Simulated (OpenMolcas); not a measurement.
# CH7NOSi (SMILES OCN[SiH3]): levels of theory compared

We compute a comparison of 6 runs (HF/cc-pVDZ, B3LYP/6-31G*, B3LYP/cc-pVDZ, BLYP/cc-pVDZ, SVWN5/cc-pVDZ, TPSS/cc-pVDZ) of CH7NOSi. 

Program for the calculation: OpenMolcas 26.06.

1 further run of the same task is left out (set aside as unsound or not needed).

### Step 1. Starting point

The species is CH7NOSi (11 atoms), meant as a singlet with charge 0. As SMILES, `OCN[SiH3]`. The N3–H8 distance was set to 1.513 Å, away from the relaxed value. At this shape a bond of the SMILES string is far longer than usual.

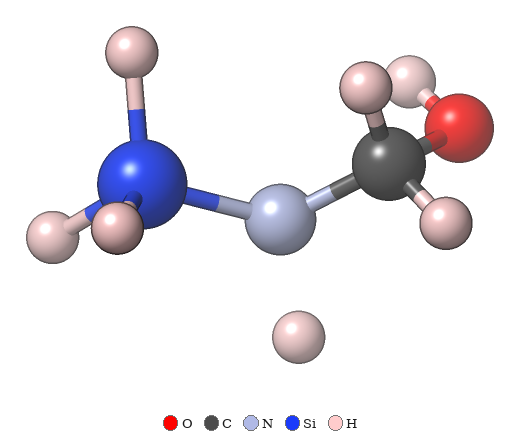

Viewed from a chosen angle; oxygen red, carbon dark grey, nitrogen light blue, silicon blue, hydrogen pink.

### Step 2. A single-point energy at HF/cc-pVDZ (run 1)

File mol.input:

```
&GATEWAY
BasLib=$CurrDir
Coord
11
angstrom
O       -1.213850       1.911600      -0.174650
C       -0.015650       1.300900       0.233150
N        0.015650      -0.101200      -0.058450
Si       0.466650      -1.322800       1.064950
H       -1.936550       1.394200       0.194450
H        0.771050       1.856200      -0.287550
H        0.144950       1.423700       1.314150
H        0.033200      -0.410500      -1.539700
H       -0.218550      -1.037400       2.353850
H        1.928550      -1.412400       1.351850
H        0.031250      -2.628500       0.506450
Basis=cc-pVDZ
Group=NoSym
&SEWARD
&SCF
Thresholds=1e-10 1e-07 1e-07 1e-05
PrOrbitals=1 2
```

The basis set cc-pVDZ is read from a file made from the Basis Set Exchange's data (not shown).

Started as:

```
$ export MOLCAS_MEM=1860
$ pymolcas mol.input > mol.log
```

Output:

```text
--- Start Module: gateway ---
[...]
--- Stop Module: gateway /rc=_RC_ALL_IS_WELL_ ---
--- Start Module: seward ---
[...]
      Basis functions           95
--- Stop Module: seward /rc=_RC_ALL_IS_WELL_ ---
[...]
--- Start Module: scf ---
[...]
       Convergence after  14 Iterations
[...]
::    Total SCF energy                               -460.1013607978
[...]
      Total spin, S                                     0.0000000000
[...]
      Total electronic charge=   42.000000
      Total            charge=   -0.000000
[...]
      Dipole Moment (debye):
      Origin of the operator (angstrom)=   -0.0723    0.0901    0.4272
                   X=  2.5351E-01               Y= -8.3996E-01               Z=  4.9508E-02           Total=  8.7878E-01
      Quadrupole Moment (debye*angstrom):
[...]
--- Stop Module: scf /rc=_RC_ALL_IS_WELL_ ---
[...]
```

It took 6.6 s on 1 thread of Intel Xeon 6975P-C (Granite Rapids), shared host; peak memory 0.53 GiB.

### Step 3. The energy at B3LYP/6-31G(d) (spherical functions) (run 2)

File run.input:

```
* CH7NOSi Kohn-Sham DFT

&gateway
 baslib
 $CurrDir
 basisset
 O.6-31Gs....
 O1 -1.213850 1.911600 -0.174650 angstrom
 End of Basis
 basisset
 C.6-31Gs....
 C2 -0.015650 1.300900 0.233150 angstrom
 End of Basis
 basisset
 N.6-31Gs....
 N3 0.015650 -0.101200 -0.058450 angstrom
 End of Basis
 basisset
 Si.6-31Gs....
 Si4 0.466650 -1.322800 1.064950 angstrom
 End of Basis
 basisset
 H.6-31Gs....
 H5 -1.936550 1.394200 0.194450 angstrom
 H6 0.771050 1.856200 -0.287550 angstrom
 H7 0.144950 1.423700 1.314150 angstrom
 H8 0.033200 -0.410500 -1.539700 angstrom
 H9 -0.218550 -1.037400 2.353850 angstrom
 H10 1.928550 -1.412400 1.351850 angstrom
 H11 0.031250 -2.628500 0.506450 angstrom
 End of Basis

&seward
 gridinput
 Grid=UltraFine
 End of Grid

&scf
 ksdft
 B3LYP
 thresholds
 1e-10 1e-07 1e-07 1e-05
 prorbitals
 1 2
```

The basis set 6-31G* is read from a file made from the Basis Set Exchange's data (not shown).

Started as:

```
$ export MOLCAS_MEM=1860
$ pymolcas run.input > run.log
```

Output:

```text
--- Start Module: gateway ---
[...]
--- Stop Module: gateway /rc=_RC_ALL_IS_WELL_ ---
--- Start Module: seward ---
[...]
      Basis functions           74
--- Stop Module: seward /rc=_RC_ALL_IS_WELL_ ---
[...]
--- Start Module: scf ---
[...]
       Convergence after  15 Iterations
[...]
::    Total KS-DFT energy                            -461.6962157517
[...]
      Total spin, S                                     0.0000000000
[...]
      Total electronic charge=   42.000000
      Total            charge=   -0.000000
[...]
      Dipole Moment (debye):
      Origin of the operator (angstrom)=   -0.0723    0.0901    0.4272
                   X=  1.2011E-01               Y= -7.4153E-01               Z=  8.8302E-02           Total=  7.5636E-01
      Quadrupole Moment (debye*angstrom):
[...]
--- Stop Module: scf /rc=_RC_ALL_IS_WELL_ ---
[...]
```

Wall time 18 s (1 thread of Intel Xeon 6975P-C (Granite Rapids), shared host); peak memory 0.43 GiB.

### Step 4. The energy at B3LYP/cc-pVDZ (run 3)

File run.input:

```
* CH7NOSi Kohn-Sham DFT

&gateway
 baslib=$CurrDir
 coord
 11
 angstrom
 O       -1.213850       1.911600      -0.174650
 C       -0.015650       1.300900       0.233150
 N        0.015650      -0.101200      -0.058450
 Si       0.466650      -1.322800       1.064950
 H       -1.936550       1.394200       0.194450
 H        0.771050       1.856200      -0.287550
 H        0.144950       1.423700       1.314150
 H        0.033200      -0.410500      -1.539700
 H       -0.218550      -1.037400       2.353850
 H        1.928550      -1.412400       1.351850
 H        0.031250      -2.628500       0.506450
 basis=cc-pVDZ
 group=NoSym

&seward
 gridinput
 Grid=UltraFine
 End of Grid

&scf
 ksdft=B3LYP
 thresholds=1e-10 1e-07 1e-07 1e-05
 prorbitals=1 2
```

The basis set cc-pVDZ is read from a file made from the Basis Set Exchange's data (not shown).

Started as:

```
$ export MOLCAS_MEM=1860
$ pymolcas run.input > run.log
```

Output:

```text
--- Start Module: gateway ---
[...]
--- Stop Module: gateway /rc=_RC_ALL_IS_WELL_ ---
--- Start Module: seward ---
[...]
      Basis functions           95
--- Stop Module: seward /rc=_RC_ALL_IS_WELL_ ---
[...]
--- Start Module: scf ---
[...]
       Convergence after  15 Iterations
[...]
::    Total KS-DFT energy                            -461.7274361431
[...]
      Total spin, S                                     0.0000000000
[...]
      Total electronic charge=   42.000000
      Total            charge=   -0.000000
[...]
      Dipole Moment (debye):
      Origin of the operator (angstrom)=   -0.0723    0.0901    0.4272
                   X=  5.1119E-02               Y= -6.0837E-01               Z= -3.3665E-03           Total=  6.1052E-01
      Quadrupole Moment (debye*angstrom):
[...]
--- Stop Module: scf /rc=_RC_ALL_IS_WELL_ ---
[...]
```

Wall time 32 s (1 thread of Intel Xeon 6975P-C (Granite Rapids), shared host); peak memory 0.53 GiB.

Runs 4 to 5 aren't shown in full; the table further down has their settings and results.

### Step 5. The energy at TPSS/cc-pVDZ (run 6)

File input.xyz:

```xyz
11

O     -1.213850     1.911600    -0.174650
C     -0.015650     1.300900     0.233150
N      0.015650    -0.101200    -0.058450
Si     0.466650    -1.322800     1.064950
H     -1.936550     1.394200     0.194450
H      0.771050     1.856200    -0.287550
H      0.144950     1.423700     1.314150
H      0.033200    -0.410500    -1.539700
H     -0.218550    -1.037400     2.353850
H      1.928550    -1.412400     1.351850
H      0.031250    -2.628500     0.506450
```

File mol.input:

```
* CH7NOSi Kohn-Sham DFT

&GATEWAY
  BasLib
  $CurrDir
  Coord
  input.xyz
  Basis
  cc-pVDZ
  Group
  NoSym

&SEWARD
  GridInput
  Grid=UltraFine
  End of Grid

&SCF
  KSDFT
  2
  1.0 MGGA_X_TPSS
  1.0 MGGA_C_TPSS
  Thresholds
  1e-10 1e-07 1e-07 1e-05
  PrOrbitals
  0
```

The basis set cc-pVDZ is read from a file made from the Basis Set Exchange's data (not shown).

Started as:

```
$ export MOLCAS_MEM=1860
$ pymolcas mol.input > mol.log
```

Output:

```text
--- Start Module: gateway ---
[...]
--- Stop Module: gateway /rc=_RC_ALL_IS_WELL_ ---
--- Start Module: seward ---
[...]
      Basis functions           95
--- Stop Module: seward /rc=_RC_ALL_IS_WELL_ ---
[...]
--- Start Module: scf ---
[...]
       Convergence after  16 Iterations
[...]
::    Total KS-DFT energy                            -461.7623130052
[...]
      Total spin, S                                     0.0000000000
[...]
      Total electronic charge=   42.000000
      Total            charge=   -0.000000
[...]
      Dipole Moment (debye):
      Origin of the operator (angstrom)=   -0.0723    0.0901    0.4272
                   X= -7.4501E-03               Y= -4.4654E-01               Z=  8.6467E-03           Total=  4.4669E-01
      Quadrupole Moment (debye*angstrom):
[...]
--- Stop Module: scf /rc=_RC_ALL_IS_WELL_ ---
[...]
```

Wall time 46 s (1 thread of Intel Xeon 6975P-C (Granite Rapids), shared host); peak memory 0.53 GiB.

### Step 6. Overview of the runs

```csv
run,level,integration grid,energy (Eh),dipole moment (D),HOMO energy (eV),LUMO energy (eV),wall time
1,HF/cc-pVDZ,–,-460.101361,0.88,-10.42,2.51,6.6 s
2,B3LYP/6-31G* (spherical functions),UltraFine,-461.696216,0.76,-6.60,-1.43,18 s
3,B3LYP/cc-pVDZ,UltraFine,-461.727436,0.61,-6.61,-1.55,32 s
4,BLYP/cc-pVDZ,UltraFine,-461.635673,0.46,-5.29,-2.21,28 s
5,SVWN5/cc-pVDZ,UltraFine,-459.155967,0.55,-5.48,-2.36,18 s
6,TPSS/cc-pVDZ,UltraFine,-461.762313,0.45,-5.56,-2.13,46 s
```

### Step 7. Summary of results

```
            quantity          value
 run 6: total energy  -461.76231 Eh
run 6: dipole moment         0.45 D
  run 6: HOMO energy       -5.56 eV
  run 6: LUMO energy       -2.13 eV
run 6: HOMO–LUMO gap        3.43 eV
```

The dipole moment (its size) runs from 0.45 D (TPSS/cc-pVDZ) to 0.88 D (HF/cc-pVDZ). The HOMO–LUMO gap runs from 3.08 eV (BLYP/cc-pVDZ) to 12.94 eV (HF/cc-pVDZ). Exact exchange widens orbital gaps. Totals of different functionals can't be ranked against each other. All runs together took 2.5 min, the longest 46 s.
